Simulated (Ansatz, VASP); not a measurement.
**MnS: VASP beside Ansatz**

Aim: how closely do two programs agree when they are given the same cell, functional and k mesh?

Calculated with Ansatz 0.2.0; plane waves, with VASP 6.6.1 beside it; relaxation of cell and atoms at revPBE.

### 1. Starting point

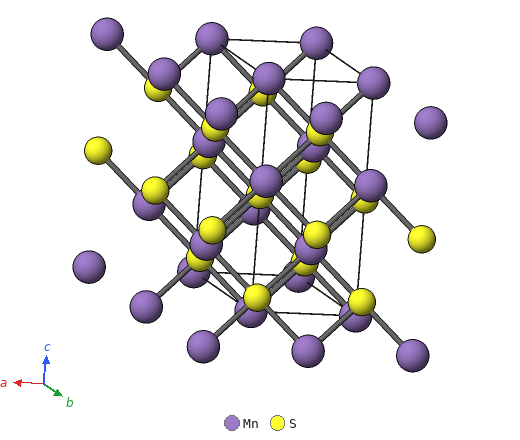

The cell as given, from a free direction (manganese light purple, sulfur yellow). 2×2×1 cells are drawn. This picture shows the conventional cell, with its axes. Bonds to atoms that aren't drawn are left out. Some periodic images of atoms are drawn too.

Structure file:

```cif
data_structure
_symmetry_space_group_name_H-M 'R-3m:H'
_symmetry_Int_Tables_number 166
_cell_length_a 3.6600
_cell_length_b 3.6600
_cell_length_c 8.9128
_cell_angle_alpha 90.000
_cell_angle_beta 90.000
_cell_angle_gamma 120.000
_cell_volume 103.40
loop_
_atom_site_label
_atom_site_type_symbol
_atom_site_symmetry_multiplicity
_atom_site_Wyckoff_symbol
_atom_site_fract_x
_atom_site_fract_y
_atom_site_fract_z
_atom_site_occupancy
Mn1 Mn 3 a 0.00000 0.00000 0.00000 1
S1 S 3 b 0.33333 0.66667 0.16667 1
```

### 2. VASP: relaxation of cell and atoms, revPBE

The relaxed volume is the usual yardstick between codes: its relative difference is about their pressure difference at one cell divided by the bulk modulus.

Lines of VASP's logs that name or quote its potential files are left out, and so is its time.

INCAR

```
SYSTEM = MnS
PREC = Accurate
ENCUT = 400
EDIFF = 1E-06
NELM = 100
ISMEAR = 0
SIGMA = 0.05
LREAL = .FALSE.
ALGO = Normal
GGA = RE
ISPIN = 2
MAGMOM = 4 0
LMAXMIX = 4
LORBIT = 11
LWAVE = .FALSE.
LCHARG = .FALSE.
IBRION = 2
NSW = 60
ISIF = 3
EDIFFG = -0.01
```

POSCAR

```
MnS
1.0
    1.8299960138      1.0565486912      2.9709202777
   -1.8299960138      1.0565486912      2.9709202777
    0.0000000000     -2.1130973823      2.9709202777
Mn S
1 1
Direct
    0.0000000000      0.0000000000      0.0000000000
    0.5000000000      0.5000000000      0.5000000000
```

KPOINTS

```
Automatic mesh
0
Gamma
8 8 8
0 0 0
```

PAW data sets: Mn_pv and S (PBE family, release 64).

The run is started by

```bash
mpirun -np 1 vasp_std
```

Numbers of over 12 decimals in the logs are rounded to 6 here.

What it wrote:

```text
[banner, memory and clock lines left out]
running    1 mpi-ranks, on    1 nodes
 distrk:  each k-point on    1 cores,    1 groups
 distr:  one band on    1 cores,    1 groups

 POSCAR found type information on POSCAR MnS
 POSCAR found :  2 types and       2 ions
|                                                                             |
|               ----> ADVICE to this user running VASP <----                  |
|                                                                             |
|     You enforced a specific xc type in the INCAR file but a different       |
|     [... a line on the potential file left out ...]
|     I HOPE YOU KNOW WHAT YOU ARE DOING!                                     |
|                                                                             |

 LDA part: xc-table for (Slater+PW92), standard interpolation
 POSCAR, INCAR and KPOINTS ok, starting setup
 FFT: planning ... GRIDC
 FFT: planning ... GRID_SOFT
 FFT: planning ... GRID
 WAVECAR not read
 entering main loop
       N       E                     dE             d eps       ncg     rms          rms(c)
DAV:   1     0.119243230938E+03    0.11924E+03   -0.94838E+03  4108   0.109E+03
DAV:   2    -0.924765306170E+01   -0.12849E+03   -0.12281E+03  4215   0.302E+02
DAV:   3    -0.145346847439E+02   -0.52870E+01   -0.52581E+01  4769   0.685E+01
DAV:   4    -0.145997232676E+02   -0.65039E-01   -0.65015E-01  4679   0.786E+00
DAV:   5    -0.146009646114E+02   -0.12413E-02   -0.12413E-02  4899   0.110E+00    0.120E+01
DAV:   6    -0.135693688493E+02    0.10316E+01   -0.83563E+00  4090   0.361E+01    0.112E+01
DAV:   7    -0.135359505781E+02    0.33418E-01   -0.87480E-01  3954   0.137E+01    0.650E+00
DAV:   8    -0.135434948338E+02   -0.75443E-02   -0.53867E-02  4832   0.235E+00    0.339E+00
DAV:   9    -0.135395856760E+02    0.39092E-02   -0.13522E-02  4313   0.143E+00    0.286E-01
DAV:  10    -0.135402009324E+02   -0.61526E-03   -0.27384E-03  4517   0.468E-01    0.127E-01
DAV:  11    -0.135402309613E+02   -0.30029E-04   -0.25132E-04  4368   0.157E-01    0.949E-02
DAV:  12    -0.135402716103E+02   -0.40649E-04   -0.69407E-05  4348   0.706E-02    0.714E-02
DAV:  13    -0.135402826322E+02   -0.11022E-04   -0.11966E-05  4677   0.315E-02    0.345E-02
DAV:  14    -0.135402882563E+02   -0.56241E-05   -0.14097E-05  4089   0.406E-02    0.102E-02
DAV:  15    -0.135402890120E+02   -0.75568E-06   -0.12692E-06  3839   0.982E-03
   1 F= -.13540289E+02 E0= -.13539951E+02  d E =-.135403E+02  mag=     4.6724
[...]
2 F= -.13540465E+02 E0= -.13540109E+02  d E =-.176213E-03  mag=     4.6733
[...]
3 F= -.13540446E+02 E0= -.13540070E+02  d E =-.156996E-03  mag=     4.6749
[...]
4 F= -.13540471E+02 E0= -.13540108E+02  d E =-.182390E-03  mag=     4.6740
 curvature:  -0.44 expect dE=-0.294E-04 dE for cont linesearch -0.149E-06
 trial: gam= 0.25655 g(F)=  0.384E-59 g(S)=  0.661E-04 ort =-0.997E-05 (trialstep = 0.107E+01)
 search vector abs. value=  0.805E-04
 bond charge predicted
       N       E                     dE             d eps       ncg     rms          rms(c)
DAV:   1    -0.135409085893E+02   -0.43710E-03   -0.12149E-02  4173   0.123E+00    0.190E-01
DAV:   2    -0.135405767593E+02    0.33183E-03   -0.12609E-03  4194   0.571E-01    0.160E-01
DAV:   3    -0.135405518724E+02    0.24887E-04   -0.66464E-05  4446   0.114E-01    0.621E-02
DAV:   4    -0.135405302282E+02    0.21644E-04   -0.32549E-05  4846   0.504E-02    0.252E-02
DAV:   5    -0.135405257352E+02    0.44930E-05   -0.73635E-06  4340   0.377E-02    0.128E-02
DAV:   6    -0.135405257710E+02   -0.35801E-07   -0.16361E-06  2684   0.113E-02
   5 F= -.13540526E+02 E0= -.13540169E+02  d E =-.543694E-04  mag=     4.6734
 trial-energy change:   -0.000054  1 .order   -0.000048   -0.000068   -0.000029
 step:   1.4230(harm=  1.8673)  dis= 0.00000  next Energy=   -13.540531 (dE=-0.595E-04)
 reached required accuracy - stopping structural energy minimisation
```

From OUTCAR (step 2):

```text
ion  position               nearest neighbor table
   1  0.000  0.000  0.000-   2 2.58   2 2.58   2 2.58   2 2.58   2 2.58   2 2.58
   2  0.500  0.500  0.500-   1 2.58   1 2.58   1 2.58   1 2.58   1 2.58   1 2.58

  LATTYP: Found a trigonal (rhomboedric) cell.
 ALAT       =     3.6457575130
 COS(alpha) =     0.4960879726

 Subroutine GETGRP returns: Found 12 space group operations
 (whereof 12 operations were pure point group operations)

The static configuration has the point symmetry D_3d.

 Found     65 irreducible k-points:

   k-points           NKPTS =     65   k-points in BZ     NKDIM =     65   number of bands    NBANDS=     15

   dimension x,y,z NGX =    24 NGY =   24 NGZ =   24
   dimension x,y,z NGXF=    48 NGYF=   48 NGZF=   48

   ENCUT  =  400.0 eV  29.40 Ry    5.42 a.u.   5.95  5.95  5.95*2*pi/ulx,y,z

   NELECT =      19.0000    total number of electrons

 k-points in reciprocal lattice and weights: Automatic mesh
   0.00000000  0.00000000  0.00000000       0.002
   0.12500000  0.00000000  0.00000000       0.012
   0.25000000  0.00000000  0.00000000       0.012
   0.37500000  0.00000000 -0.00000000       0.012
   0.50000000  0.00000000  0.00000000       0.006
   0.12500000  0.12500000  0.00000000       0.012
   0.25000000  0.12500000 -0.00000000       0.023
   0.37500000  0.12500000  0.00000000       0.023
   0.50000000  0.12500000 -0.00000000       0.023
[...]
-0.37500000  0.50000000  0.37500000       0.012
   0.50000000  0.50000000  0.50000000       0.002

 average (electrostatic) potential at core
       1 -68.3793       2 -85.1115

 E-fermi :   7.0475

 spin component 1
 k-point     1 :       0.0000    0.0000    0.0000
  band No.  band energies     occupation
    ...
      8       3.6444      1.00000
      9       3.6444      1.00000
     10       5.0591      1.00000
     11       5.0591      1.00000
     12       5.0675      1.00000
     13       8.8910      0.00000
     14      15.5779      0.00000
     15      15.5779      0.00000

 k-point     2 :       0.1250    0.0000    0.0000
  band No.  band energies     occupation
    ...
      8       3.6357      1.00000
      9       3.6369      1.00000
     10       4.5167      1.00000
     11       5.5731      1.00000
     12       5.5782      1.00000
     13       9.8082      0.00000
     14      14.4871      0.00000
     15      15.4479      0.00000

 k-point     3 :       0.2500    0.0000    0.0000
  band No.  band energies     occupation
    ...
      8       3.8142      1.00000
      9       3.8157      1.00000
     10       4.3205      1.00000
     11       6.4124      1.00000
     12       6.4149      1.00000
     13      10.6665      0.00000
     14      14.0174      0.00000
     15      14.1834      0.00000

 k-point     4 :       0.3750    0.0000   -0.0000
  band No.  band energies     occupation
    ...
      6       2.1506      1.00000
      7       2.1549      1.00000
      8       4.0056      1.00000
      9       4.0071      1.00000
     10       4.4122      1.00000
     11       7.1170      0.02466
     12       7.1172      0.02428
     13      10.1772      0.00000
     14      12.8896      0.00000
     15      12.8982      0.00000

 k-point     5 :       0.5000    0.0000    0.0000
  band No.  band energies     occupation
    ...
      6       2.0013      1.00000
      7       2.0058      1.00000
      8       4.0883      1.00000
      9       4.0899      1.00000
     10       4.4801      1.00000
     11       7.4117      0.00000
     12       7.4126      0.00000
     13       9.8345      0.00000
     14      12.3714      0.00000
     15      12.3807      0.00000

 k-point     6 :       0.1250    0.1250    0.0000
  band No.  band energies     occupation
    ...
      8       3.4696      1.00000
      9       3.6819      1.00000
     10       5.1112      1.00000
     11       5.1161      1.00000
     12       5.2596      1.00000
     13      10.2344      0.00000
     14      14.4530      0.00000
     15      15.1135      0.00000

  Total       -0.0143131     -0.0143131      0.0048647      0.0000000      0.0000000     -0.0000000
  in kB       -0.6631875     -0.6631875      0.2254024      0.0000000      0.0000000     -0.0000000
  external PRESSURE =      -0.3669908 kB  Pullay stress =       0.0000000 kB

  energy-cutoff  :      400.00
  volume of cell :       34.58
      direct lattice vectors                 reciprocal lattice vectors
     1.829041521  1.055997615  2.983808286     0.273367222  0.157828639  0.111714058
    -1.829041521  1.055997615  2.983808286    -0.273367222  0.157828639  0.111714058
     0.000000000 -2.111995229  2.983808286     0.000000000 -0.315657279  0.111714058

 POSITION                                       TOTAL-FORCE (eV/Angst)
 -----------------------------------------------------------------------------------
      0.00000      2.11200      5.96762         0.000000      0.000000     -0.000000
      0.00000      0.00000      4.47571        -0.000000     -0.000000      0.000000
 -----------------------------------------------------------------------------------
    total drift:                                0.000000      0.000000     -0.000000

  FREE ENERGIE OF THE ION-ELECTRON SYSTEM (eV)
  ---------------------------------------------------
  free  energy   TOTEN  =       -13.5405257710 eV

  energy  without entropy=      -13.5398125112  energy(sigma->0) =      -13.54016914

 reached required accuracy - stopping structural energy minimisation

 total charge
# of ion       s       p       d       tot
------------------------------------------
    1        0.215   6.168   4.931  11.314
    2        1.330   2.415   0.000   3.745
--------------------------------------------------
tot          1.544   8.584   4.931  15.059

 magnetization (x)
# of ion       s       p       d       tot
------------------------------------------
    1        0.052   0.041   4.149   4.242
    2        0.026   0.066   0.000   0.093
--------------------------------------------------
tot          0.078   0.107   4.149   4.334

[... 6 further parts left out ...]
```

(Part 1 of 2 ends here.)

[Lines on the potential files, build, host, timing and source positions are cut from VASP's logs without a mark.]

[Logs are printed without paths, hosts, clocks, repeated set-up lines and the standing remarks that a program may print on its own settings, such as how far it seeks lower states.]

[Hosts, paths, dates, database ids (printed as entryN), source tags and the programs' standing remarks are cut or masked in the printed files.]
